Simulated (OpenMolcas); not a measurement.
**CH2F3Si (SMILES [CH2][Si](F)(F)F): levels of theory compared**

We compute a comparison of 6 runs (UB3LYP/6-31G*, UM06-L/def2-SVP, UPBE0/def2-SVP, UTPSS/def2-SVP, ROMP2/def2-SVP) of CH2F3Si. 

The calculation is run with OpenMolcas 26.06.

**1. Starting point**

The species is CH2F3Si (7 atoms), meant as a doublet with charge 0. SMILES: `[CH2][Si](F)(F)F`. Geometry: relaxed at PBE0-D4/def2-TZVP.

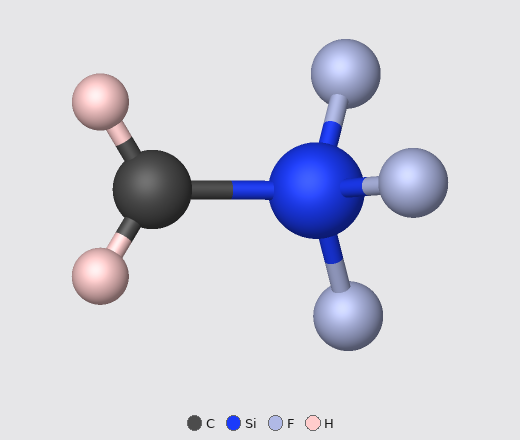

Viewed from a chosen angle; carbon dark grey, silicon blue, fluorine light blue, hydrogen pink.

**2. Energy and forces at UB3LYP/6-31G(d) (spherical functions) (run 1)**

File coord.xyz:

```xyz
7

C     -0.691800     0.401700     0.763500
Si     0.442900    -0.260900    -0.483500
F      0.009400     0.178500    -1.934200
F      0.495400    -1.838000    -0.481100
F      1.916900     0.241300    -0.236600
H     -1.731100     0.616200     0.542200
H     -0.380400     0.593100     1.784100
```

File test.inp:

```
* CH2F3Si Kohn-Sham DFT
>>> EXPORT MOLCAS_PRINT=2

&GATEWAY
 BasLib=$CurrDir
 Coord=coord.xyz
 Basis=6-31Gs
 Group=NoSym

&SEWARD
 GridInput
 Grid=UltraFine
 End of Grid

&SCF
 UHF
 Spin=2
 KSDFT=B3LYP
 Thresholds=1e-10 1e-07 1e-07 1e-05
 PrOrbitals=1 2

&ALASKA
```

The basis set 6-31G* is read from a file made from the Basis Set Exchange's data (not shown).

The run is started by

```console
$ export MOLCAS_MEM=1860
$ pymolcas test.inp > test.log
```

The log of the run:

```text
--- Start Module: gateway ---
[...]
--- Stop Module: gateway /rc=_RC_ALL_IS_WELL_ ---
[...]
      Basis functions           78
[...]
--- Start Module: scf ---
[...]
       Convergence after  14 Iterations
[...]
::    Total KS-DFT energy                            -628.4583866952
[...]
      Total spin, S                                     0.5015303572
[...]
      Total electronic charge=   49.000000
      Total            charge=   -0.000000
[...]
      Dipole Moment (debye):
      Origin of the operator (angstrom)=    0.4846   -0.2849   -0.5294
                   X= -1.4591E+00               Y=  8.2465E-01               Z=  1.6030E+00           Total=  2.3192E+00
      Quadrupole Moment (debye*angstrom):
[...]
--- Stop Module: scf /rc=_RC_ALL_IS_WELL_ ---
[...]
--- Start Module: alaska ---
[...]
 *              Molecular gradients               *
 **************************************************
  Irreducible representation: a
 ------------------------------------------------------------------------------------------
                              X                       Y                       Z
 ------------------------------------------------------------------------------------------
  C1                2.15354664849787E-03   -2.13166062547643E-03   -2.34481080389060E-03
  SI2               5.72445620098971E-03   -2.85461421860145E-03   -6.31984459214507E-03
  F3                4.58913258088689E-03   -4.60089570556743E-03    1.38999318295383E-02
  F4               -3.47740109474901E-04    1.55873430229683E-02   -1.91287993068889E-04
  F5               -1.42192696998436E-02   -5.23209956998905E-03   -2.76804462641778E-03
  H6                2.07245407398293E-03   -3.99958972974401E-04   -2.11470726270535E-04
  H7                2.74203050093513E-05   -3.68113930424019E-04   -2.06447308769597E-03
 ------------------------------------------------------------------------------------------
--- Stop Module: alaska /rc=_RC_ALL_IS_WELL_ ---
[...]
```

It took 29 s on 1 thread of Intel Xeon 6975P-C (Granite Rapids), shared host; peak memory 0.44 GiB.

**3. Energy and forces at UB3LYP/6-31G(d) (Cartesian functions) (run 2)**

File job.input:

```
&GATEWAY
BasLib=$CurrDir
BasisSet
C.6-31Gs....
C1 -0.691800 0.401700 0.763500 angstrom
End of Basis
BasisSet
Si.6-31Gs....
Si2 0.442900 -0.260900 -0.483500 angstrom
End of Basis
BasisSet
F.6-31Gs....
F3 0.009400 0.178500 -1.934200 angstrom
F4 0.495400 -1.838000 -0.481100 angstrom
F5 1.916900 0.241300 -0.236600 angstrom
End of Basis
BasisSet
H.6-31Gs....
H6 -1.731100 0.616200 0.542200 angstrom
H7 -0.380400 0.593100 1.784100 angstrom
End of Basis
&SEWARD
GridInput
Grid=UltraFine
End of Grid
&SCF
UHF
Spin=2
KSDFT=B3LYP
Thresholds=1e-10 1e-07 1e-07 1e-05
PrOrbitals=1 1
&ALASKA
```

The basis set 6-31G* is read from a file made from the Basis Set Exchange's data (not shown).

The run is started by

```console
$ export MOLCAS_MEM=1860
$ pymolcas job.input > job.log
```

The log of the run:

```text
--- Start Module: gateway ---
[...]
--- Stop Module: gateway /rc=_RC_ALL_IS_WELL_ ---
[...]
      Basis functions           83
[...]
--- Start Module: scf ---
[...]
       Convergence after  15 Iterations
[...]
::    Total KS-DFT energy                            -628.4655117059
[...]
      Total spin, S                                     0.5015303537
[...]
      Total electronic charge=   49.000000
      Total            charge=   -0.000000
[...]
      Dipole Moment (debye):
      Origin of the operator (angstrom)=    0.4846   -0.2849   -0.5294
                   X= -1.4614E+00               Y=  8.2477E-01               Z=  1.6057E+00           Total=  2.3226E+00
      Quadrupole Moment (debye*angstrom):
[...]
--- Stop Module: scf /rc=_RC_ALL_IS_WELL_ ---
[...]
--- Start Module: alaska ---
[...]
 *              Molecular gradients               *
 **************************************************
  Irreducible representation: a
 ------------------------------------------------------------------------------------------
                              X                       Y                       Z
 ------------------------------------------------------------------------------------------
  C1                1.87925553327251E-03   -2.00154955573151E-03   -2.04276548922522E-03
  SI2               4.85087998381939E-03   -2.35851353248773E-03   -5.35587296042817E-03
  F3                4.39627237095230E-03   -4.34485731689094E-03    1.26905781190239E-02
  F4               -2.10032362097906E-04    1.43998237599092E-02   -2.99146750059931E-04
  F5               -1.30107091975447E-02   -4.93013576387291E-03   -2.72429487522796E-03
  H6                2.04579153677109E-03   -3.97376638300972E-04   -2.28363449413183E-04
  H7                4.85421347138359E-05   -3.67390952643043E-04   -2.04013459453112E-03
 ------------------------------------------------------------------------------------------
--- Stop Module: alaska /rc=_RC_ALL_IS_WELL_ ---
[...]
```

Wall time 32 s (1 thread of Intel Xeon 6975P-C (Granite Rapids), shared host); peak memory 0.46 GiB.

**4. The energy at UM06-L/def2-SVP (run 3)**

File mol.inp:

```
&GATEWAY
BasLib=$CurrDir
Coord
7
angstrom
C       -0.691800       0.401700       0.763500
Si       0.442900      -0.260900      -0.483500
F        0.009400       0.178500      -1.934200
F        0.495400      -1.838000      -0.481100
F        1.916900       0.241300      -0.236600
H       -1.731100       0.616200       0.542200
H       -0.380400       0.593100       1.784100
Basis=def2-SVP
Group=NoSym
&SEWARD
GridInput
Grid=UltraFine
End of Grid
&SCF
UHF
Spin=2
KSDFT=M06L
Thresholds=1e-10 1e-07 1e-07 1e-05
PrOrbitals=1
```

The basis set def2-SVP is read from a file made from the Basis Set Exchange's data (not shown).

The run is started by

```console
$ export MOLCAS_MEM=1860
$ pymolcas mol.inp > mol.log
```

The log of the run:

```text
--- Start Module: gateway ---
[...]
--- Stop Module: gateway /rc=_RC_ALL_IS_WELL_ ---
--- Start Module: seward ---
[...]
      Basis functions           84
--- Stop Module: seward /rc=_RC_ALL_IS_WELL_ ---
[...]
--- Start Module: scf ---
[...]
       Convergence after  16 Iterations
[...]
::    Total KS-DFT energy                            -628.0600584447
[...]
      Total spin, S                                     0.5029880123
[...]
      Total electronic charge=   49.000000
      Total            charge=   -0.000000
[...]
      Dipole Moment (debye):
      Origin of the operator (angstrom)=    0.4846   -0.2849   -0.5294
                   X= -1.4568E+00               Y=  8.2616E-01               Z=  1.6018E+00           Total=  2.3174E+00
      Quadrupole Moment (debye*angstrom):
[...]
--- Stop Module: scf /rc=_RC_ALL_IS_WELL_ ---
[...]
```

Run time: 34 s. Hardware: 1 thread of Intel Xeon 6975P-C (Granite Rapids), shared host; peak memory 0.47 GiB.

Runs 4 to 5 aren't shown in full; the table further down has their settings and results.

**5. The energy at ROMP2/def2-SVP (run 6)**

File test.inp:

```
>>> EXPORT MOLCAS_PRINT=2

&GATEWAY
  BasLib = $CurrDir
  Coord
  7
  angstrom
  C       -0.691800       0.401700       0.763500
  Si       0.442900      -0.260900      -0.483500
  F        0.009400       0.178500      -1.934200
  F        0.495400      -1.838000      -0.481100
  F        1.916900       0.241300      -0.236600
  H       -1.731100       0.616200       0.542200
  H       -0.380400       0.593100       1.784100
  Basis = def2-SVP
  Group = NoSym

&SEWARD

&SCF
  UHF
  Spin = 2
  Thresholds = 1e-10 1e-07 1e-07 1e-05
  PrOrbitals = 0

&RASSCF
  FileOrb = $Project.UnaOrb
  Spin = 2
  Nactel = 1 0 0
  Inactive = 24
  Ras2 = 1
  OutOrbitals = Canonical
  OrbListing = Few

&CASPT2
  IPEA = 0.0
  Frozen = 9
```

The basis set def2-SVP is read from a file made from the Basis Set Exchange's data (not shown).

The run is started by

```console
$ export MOLCAS_MEM=1860
$ pymolcas test.inp > test.log
```

The log of the run:

```text
--- Start Module: gateway ---
[...]
--- Stop Module: gateway /rc=_RC_ALL_IS_WELL_ ---
[...]
      Basis functions           84
[...]
       Convergence after  15 Iterations
[...]
::    Total SCF energy                               -626.0827175350
[...]
      Total spin, S                                     0.5044491044
[...]
--- Start Module: rasscf ---
[...]
      Number of active orbitals                  1
[...]
      Spin quantum number                      0.5
[...]
      Active orbitals                            1
[...]
      Number of CSFs                             1
[...]
      Number of root(s) required                 1
[...]
      Convergence after  7 iterations
[...]
      printout of CI-coefficients larger than  0.05 for root  1
      energy=    -626.079115
      conf/sym  1     Coeff  Weight
             1  u   1.00000 1.00000
      Natural orbitals and occupation numbers for root  1
      sym 1:   1.000000
      ************************************************************************************************************************
      *                                                    Final results                                                     *
[...]
::    RASSCF root number  1 Total energy:   -626.07911478
[...]
      Total electronic charge=   49.000000
      Total            charge=   -0.000000
[...]
      Dipole Moment (debye):
      Origin of the operator (angstrom)=    0.4846   -0.2849   -0.5294
                   X= -1.6470E+00               Y=  9.4869E-01               Z=  1.8082E+00           Total=  2.6234E+00
      Quadrupole Moment (debye*angstrom):
[...]
--- Stop Module: rasscf /rc=_RC_ALL_IS_WELL_ ---
[...]
--- Start Module: caspt2 ---
[...]
 ###    WARNING: User changed nr of frozen orbitals.                         ###
 ###############################################################################
[...]
      E2 (Variational):          -0.7594067897
      Total energy:            -626.8385215655
[...]
      Reference weight:           0.84449
[...]
::    CASPT2 Root  1     Total energy:   -626.83852157
[...]
--- Stop Module: caspt2 /rc=_RC_ALL_IS_WELL_ ---
[...]
```

Wall time 9.9 s (1 thread of Intel Xeon 6975P-C (Granite Rapids), shared host); peak memory 0.47 GiB.

**6. Overview of the runs**

| run | level | Cartesian functions | task | energy (Eh) | dipole moment (D) | HOMO energy (eV) | LUMO energy (eV) | wall time |
| --- | --- | --- | --- | --- | --- | --- | --- | --- |
| 1 | UB3LYP/6-31G* (spherical functions) | no | gradient | -628.458387 | 2.32 | -7.51 | -3.23 | 29 s |
| 2 | UB3LYP/6-31G* (Cartesian functions) | yes | gradient | -628.465512 | 2.32 | -7.51 | -3.24 | 32 s |
| 3 | UM06-L/def2-SVP | no | energy | -628.060058 | 2.32 | -6.98 | -3.71 | 34 s |
| 4 | UPBE0/def2-SVP | no | gradient | -627.653850 | 2.37 | -8.14 | -3.07 | 31 s |
| 5 | UTPSS/def2-SVP | no | energy | -628.148603 | 2.16 | -6.71 | -3.91 | 40 s |
| 6 | ROMP2/def2-SVP | no | energy | -626.838522 | – | – | – | 9.9 s |

**7. Summary of results**

| quantity | value |
| --- | --- |
| run 6: total energy | -626.83852 Eh |

**Reading.** Over runs 1, 2, 3, 4, 5 the dipole moment (its size) runs from 2.16 D (UTPSS/def2-SVP) to 2.37 D (UPBE0/def2-SVP). Totals of different functionals can't be ranked against each other. All runs together took 2.9 min, the longest 40 s.
